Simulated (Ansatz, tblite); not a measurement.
# GeCl(OiPr)3 (C9H21ClGeO3): spin states and exact exchange

Is the singlet the ground state of GeCl(OiPr)3 (C9H21ClGeO3)? Other spin states are computed and compared level by level.

Method: as each input shows; program: Ansatz 0.2.0, Gaussian basis.

The runs, in order: triplet, at the geometry of the singlet (GFN1-xTB, GFN2-xTB, PBE0-D4/def2-TZVP, PBE-D4/def2-TZVP, r2SCAN-D4/def2-TZVP); the singlet's energies come from earlier runs.

**1. The structure**

The singlet was relaxed beforehand with r2SCAN-D4/def2-SVP.

35 atoms, charge 0, spin multiplicity 1.

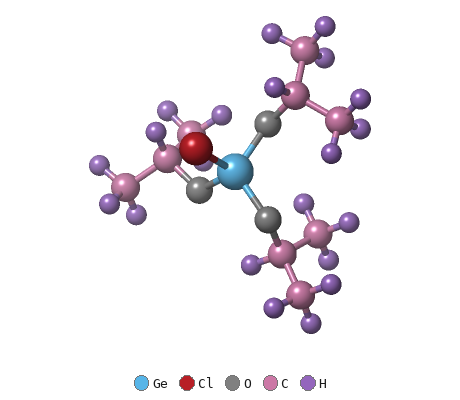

The structure; germanium blue, chlorine red, oxygen grey, carbon pink, hydrogen purple.

**2. Triplet at the fixed geometry, GFN1-xTB**

Tight binding, by tblite at 300 K electronic temperature and without a spin-polarisation term:

```python
tblite.interface.Calculator('GFN1-xTB', numbers, positions, charge=0, uhf=2).singlepoint()
```

Energy -1367.1023 eV; 0.1 s.

**3. Triplet at the fixed geometry, GFN2-xTB**

Tight binding, by tblite at 300 K electronic temperature and without a spin-polarisation term:

```python
tblite.interface.Calculator('GFN2-xTB', numbers, positions, charge=0, uhf=2).singlepoint()
```

Energy -1321.8991 eV; 0.071 s.

**4. Triplet at the fixed geometry, PBE0-D4/def2-TZVP**

Contents of in.yaml:

```yaml
crystal:
  periodic: [false, false, false]
  atoms:
    - {symbol: Ge, position_ang: [-0.370652, -0.225933, 0.957944]}
    - {symbol: Cl, position_ang: [-0.366354, -0.565973, 3.084007]}
    - {symbol: O, position_ang: [1.308228, -0.081906, 0.435840]}
    - {symbol: C, position_ang: [2.319929, -1.028037, 0.824993]}
    - {symbol: C, position_ang: [3.657493, -0.352382, 0.585355]}
    - {symbol: C, position_ang: [2.161189, -2.323122, 0.042546]}
    - {symbol: H, position_ang: [2.211061, -1.239773, 1.907307]}
    - {symbol: H, position_ang: [3.770001, -0.106786, -0.482704]}
    - {symbol: H, position_ang: [4.486510, -1.012729, 0.882891]}
    - {symbol: H, position_ang: [3.726049, 0.580376, 1.164208]}
    - {symbol: H, position_ang: [1.169526, -2.769709, 0.216456]}
    - {symbol: H, position_ang: [2.264097, -2.127364, -1.037103]}
    - {symbol: H, position_ang: [2.928214, -3.055369, 0.340200]}
    - {symbol: O, position_ang: [-1.185969, 1.261763, 0.524801]}
    - {symbol: C, position_ang: [-0.702162, 2.540902, 0.984072]}
    - {symbol: C, position_ang: [-1.920350, 3.426525, 1.172515]}
    - {symbol: C, position_ang: [0.294728, 3.097759, -0.019513]}
    - {symbol: H, position_ang: [-0.200846, 2.408445, 1.964599]}
    - {symbol: H, position_ang: [-2.453194, 3.539797, 0.214789]}
    - {symbol: H, position_ang: [-1.626299, 4.425276, 1.530728]}
    - {symbol: H, position_ang: [-2.611697, 2.979087, 1.901798]}
    - {symbol: H, position_ang: [1.147198, 2.411511, -0.133158]}
    - {symbol: H, position_ang: [-0.190638, 3.219446, -1.001550]}
    - {symbol: H, position_ang: [0.671876, 4.079850, 0.307518]}
    - {symbol: O, position_ang: [-1.266995, -1.548310, 0.231739]}
    - {symbol: C, position_ang: [-1.920803, -1.350487, -1.041672]}
    - {symbol: C, position_ang: [-2.825455, -2.550895, -1.242531]}
    - {symbol: C, position_ang: [-0.893643, -1.188208, -2.151859]}
    - {symbol: H, position_ang: [-2.534964, -0.431875, -0.980600]}
    - {symbol: H, position_ang: [-2.225876, -3.474186, -1.282966]}
    - {symbol: H, position_ang: [-3.391769, -2.457131, -2.182027]}
    - {symbol: H, position_ang: [-3.536978, -2.637920, -0.408719]}
    - {symbol: H, position_ang: [-0.236780, -0.323436, -1.963796]}
    - {symbol: H, position_ang: [-0.263135, -2.088985, -2.224459]}
    - {symbol: H, position_ang: [-1.391520, -1.030188, -3.121618]}
basis:
  gaussian: {orbitals: def2-TZVP, fitting: {mean_field: def2-universal-jkfit}}
magnetization: {spin_polarized: true, initial_magnetization: 2}
hamiltonian: {xc: pbe0, dispersion: d4}
scf: {omitted_lower_state_checks: [starts]}
output: {orbitals: {seedname: orbitals}}
```

The run is started by

```console
$ ansatz run in.yaml --threads 2 --pin off --events-out ev --progress --plain --max-ram 32768MiB --backend cuda --devices 0, --max-vram 18GiB
```

The log of the run:

```text
Functional definition: PBE0
  name "PBE0"
  cite "Adamo & Barone, J. Chem. Phys. 110, 6158 (1999) doi:10.1063/1.478522"
  cite "Perdew, Burke & Ernzerhof, Phys. Rev. Lett. 77, 3865 (1996) doi:10.1103/PhysRevLett.77.3865"
  parent pbe
  parameter a = 0.25
  parameter kappa = 0.804
  parameter beta = 0.06672455060314922
  exchange = (1 - a)*pbe_x(kappa = kappa, mu = beta*pi^2/3) + a*exact_x
  correlation = pbe_c(beta = beta)
these checks for a lower state are left out or cut short: starts
1678 factors; integrals over basis functions are off by at most 8.7e-1 eV
mean field evaluation 1: about -84796.8998 eV, gradient 8.8e1 eV
mean field evaluation 2: about -84718.4547 eV, gradient 1.6e2 eV
mean field evaluation 4: about -84827.4719 eV, gradient 3.1e1 eV
mean field evaluation 8: about -84831.9051 eV, gradient 6.5e0 eV
mean field evaluation 16: about -84832.1277 eV, gradient 2.2e-1 eV
mean field evaluation 32: about -84832.1295 eV, gradient 2.8e-3 eV
mean field -84832.12945202 eV, -3117.5232560792 hartree, gradient 5.0e-6 eV, S^2 2.010982; 0 other end points of the search recorded, 0 dependent functions left out
reference -84832.12951005 eV, -3117.5232582119 hartree; 75, 73 occupied and 508, 510 virtual orbitals, 1678 factors
Total energy: -84833.02112413 eV, -3117.5560244248 hartree
Checks for a lower state left out: starts
```

Wall time 9 s (1 × H100 (card shared with other runs) with 2 threads of AMD EPYC 7R13, shared host); peak host memory 1.2 GiB.

From the report: HOMO -1.80 eV, LUMO -6.32 eV (over both spins; with the spin held, an empty level of the minority spin lies below the top filled one); ⟨S²⟩ 2.011 (pure: 2.00).

**5. Triplet at the fixed geometry, PBE-D4/def2-TZVP**

start.molden holds the orbitals of an earlier run on this state, given as this run's starting guess.

in.yaml, as its differences from that of step 4:

```diff
@@ -39,5 +39,5 @@
 basis:
-  gaussian: {orbitals: def2-TZVP, fitting: {mean_field: def2-universal-jkfit}}
+  gaussian: {orbitals: def2-TZVP, fitting: {mean_field: def2-universal-jkfit}, initial_orbitals: start.molden}
 magnetization: {spin_polarized: true, initial_magnetization: 2}
-hamiltonian: {xc: pbe0, dispersion: d4}
+hamiltonian: {xc: pbe, dispersion: d4}
 scf: {omitted_lower_state_checks: [starts]}
```

The command is unchanged.

The log of the run:

```text
Functional definition: PBE
  name "PBE"
  cite "Perdew, Burke & Ernzerhof, Phys. Rev. Lett. 77, 3865 (1996) doi:10.1103/PhysRevLett.77.3865"
  parent pbe
  parameter kappa = 0.804
  parameter beta = 0.06672455060314922
  exchange = pbe_x(kappa = kappa, mu = beta*pi^2/3)
  correlation = pbe_c(beta = beta)
these checks for a lower state are left out or cut short: starts
1678 factors; integrals over basis functions are off by at most 8.7e-1 eV
mean field evaluation 1: about -84828.3006 eV, gradient 1.3e1 eV
mean field evaluation 2: about -84828.7063 eV, gradient 6.1e-1 eV
mean field evaluation 4: about -84828.7696 eV, gradient 1.0e0 eV
mean field evaluation 8: about -84828.8041 eV, gradient 1.5e-3 eV
mean field -84828.80407864 eV, -3117.4010508613 hartree, gradient 1.9e-5 eV, S^2 2.002274; 0 other end points of the search recorded, 0 dependent functions left out
reference -84828.80415827 eV, -3117.4010537878 hartree; 75, 73 occupied and 508, 510 virtual orbitals, 1678 factors
Total energy: -84829.82845203 eV, -3117.4386958892 hartree
Checks for a lower state left out: starts
```

Run time: 6 s. Hardware: 1 × H100 (card shared with other runs) with 2 threads of AMD EPYC 7R13, shared host; peak host memory 1.1 GiB.

Report: HOMO -1.20 eV, LUMO -6.57 eV (over both spins; with the spin held, an empty level of the minority spin lies below the top filled one); ⟨S²⟩ 2.002 (pure: 2.00).

**6. Triplet at the fixed geometry, r2SCAN-D4/def2-TZVP**

in.yaml, as its differences from that of step 5:

```diff
@@ -41,3 +41,3 @@
 magnetization: {spin_polarized: true, initial_magnetization: 2}
-hamiltonian: {xc: pbe, dispersion: d4}
+hamiltonian: {xc: r2scan, dispersion: d4}
 scf: {omitted_lower_state_checks: [starts]}
```

The command is unchanged.

The log of the run, cut to the lines that bear on the results:

```text
Functional definition: r2SCAN
  name "r2SCAN"
  cite "Furness, Kaplan, Ning, Perdew & Sun, J. Phys. Chem. Lett. 11, 8208 (2020) doi:10.1021/acs.jpclett.0c02405"
  cite "Furness, Kaplan, Ning, Perdew & Sun, J. Phys. Chem. Lett. 11, 9248 (2020) doi:10.1021/acs.jpclett.0c03077"
  parent r2scan
[...]
1678 factors; integrals over basis functions are off by at most 8.7e-1 eV
[...]
mean field -84852.42849435 eV, -3118.2692321256 hartree, gradient 5.1e-6 eV, S^2 2.005798; 0 other end points of the search recorded, 0 dependent functions left out
reference -84852.42851941 eV, -3118.2692330466 hartree; 75, 73 occupied and 508, 510 virtual orbitals, 1678 factors
Total energy: -84852.73812321 eV, -3118.2806107765 hartree
Checks for a lower state left out: starts
```

Run time: 12 s. Hardware: 1 × H100 (card shared with other runs) with 2 threads of AMD EPYC 7R13, shared host; peak host memory 1.3 GiB.

Report: HOMO -1.08 eV, LUMO -6.69 eV (over both spins; with the spin held, an empty level of the minority spin lies below the top filled one); ⟨S²⟩ 2.006 (pure: 2.00).

**7. Triplet less singlet, vertical**

The singlet's energies are those of its earlier runs, whose logs aren't repeated here.

```
              level  triplet less singlet, vertical (kJ/mol)    time
           GFN1-xTB                                   +668.0  0.17 s
           GFN2-xTB                                   +543.1  0.11 s
   PBE-D4/def2-TZVP                                   +515.2    12 s
r2SCAN-D4/def2-TZVP                                   +558.4    16 s
  PBE0-D4/def2-TZVP                                   +603.5    12 s
```

Times add the two runs; a level without a time comes out of a correlated run. Tight binding without a spin term can't rank spin states.

**8. Summary of results**

| quantity | value |
| --- | --- |
| triplet less singlet, vertical, functionals in def2-TZVP | +515.2 (PBE-D4) to +603.5 kJ/mol (PBE0-D4) |

**Reading.** All functionals put the triplet above the singlet, over a spread of 88.3 kJ/mol. The checks for a lower triplet were left out, so another state of that spin may lie lower. These are electronic energies, without zero-point motion, entropy or surroundings.
